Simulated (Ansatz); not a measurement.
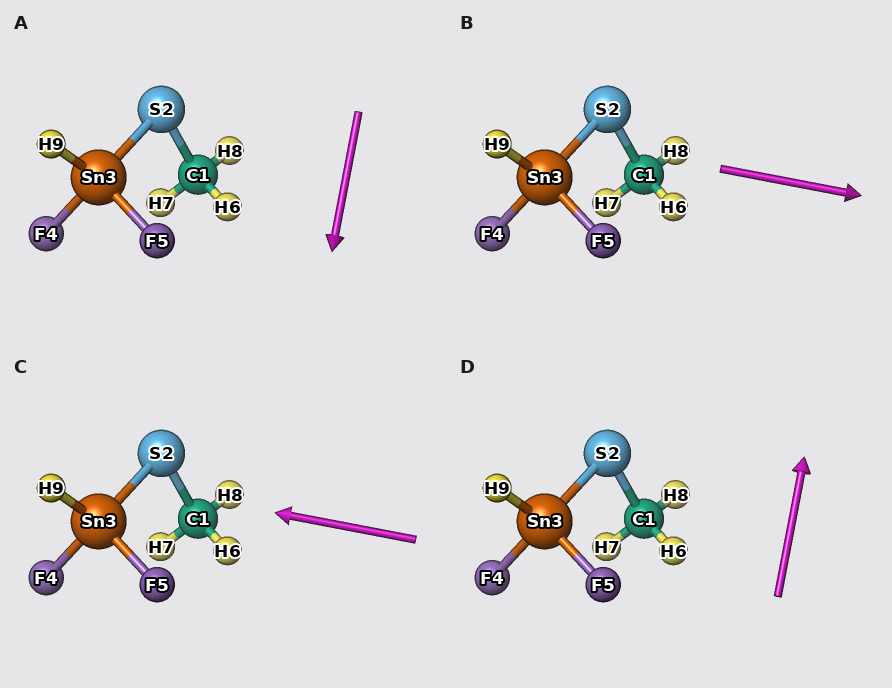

The same molecule four times, each with an arrow. The computed structure is the end point of a PBE-D4/def2-SVP optimisation. No frequency run is at hand to confirm it as a minimum. Level of theory: RKS PBE-D4/def2-SVP, core potentials on Sn (Ansatz 0.2.0).

### Which arrow points along the dipole moment, from the negative to the positive end?

D. The dipole moment is 1.97 D; it points from the side of F4, F5 to the side of S2 (the outermost atoms at the two ends).
